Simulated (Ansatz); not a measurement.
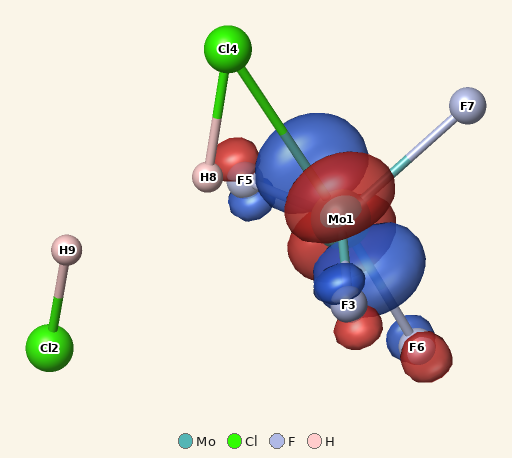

Figure 1: ClF4HMo···HCl. One frontier orbital at ±0.3 Å⁻³ᐟ² (red and blue are the two phases), seen at a tilt.

Core potentials replace the inner electrons of Mo; not at a stationary point (largest force 1.5 eV/Å).

All numbers below come from RKS BHLYP/def2-SVP in Ansatz 0.2.0.

```tsv
atom	x (Å)	y (Å)	z (Å)
Mo	0.0964	-0.1777	-0.4063
Cl	0.4819	0.3372	3.0412
F	1.8421	-0.3133	0.0337
Cl	0.3717	2.3552	-0.1715
F	-1.5803	0.0118	0.2294
F	-0.0765	-2.0130	-0.5004
F	0.0549	0.2478	-2.1899
H	0.2829	1.1090	0.6621
H	0.8795	1.4337	2.4038
```

Question: Which orbital is it: HOMO or LUMO?

Answer: The LUMO, at −3.47 eV. It lies mainly on Mo1 (about 70 %), F5 (about 10 %), F6 (about 5 %) and F3 (about 5 %).
